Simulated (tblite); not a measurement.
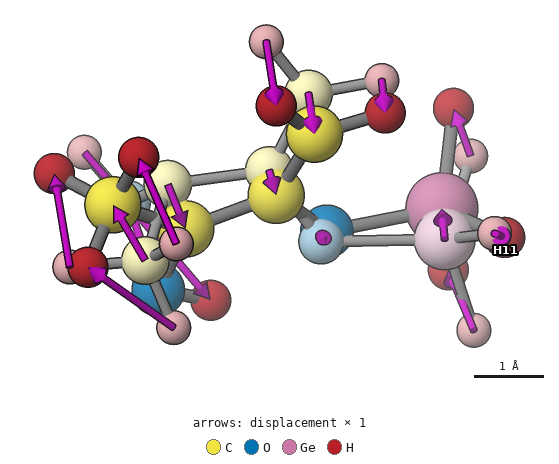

A relaxation of C4H9GeO2 (multiplicity 2). The starting structure is drawn faded, the final one solid; purple arrows show the displacements, at their true length. The two geometries are superimposed by the best rigid fit.

Style: ball-and-stick. Shown at a tilt.

These are results of GFN2-xTB geometry optimisation, gas phase (tblite 0.8.0), not measurements. 

Question: Atoms of which element are displaced furthest, and by how much?

Answer: Hydrogen: up to 2.83 Å, against 1.37 Å for oxygen.

Question: Describe the change and its energy.

Answer: After 188 geometry steps the energy has fallen by 153.5 kJ/mol. An H atom moves most after the best rigid fit: 2.83 Å. Largest moves by element: H 2.83 Å, O 1.37 Å, C 0.94 Å, Ge 0.63 Å. Among the contacts that change: C–C 1.493 → 1.399 Å, Ge–H 1.559 → 1.490 Å, Ge–O 1.812 → 1.752 Å, Ge–H 1.550 → 1.501 Å. Among the angles between lasting bonds that change: C–C–C 112.2° → 126.5°, O–Ge–H 108.7° → 98.5°, C–C–O 109.6° → 119.1°.
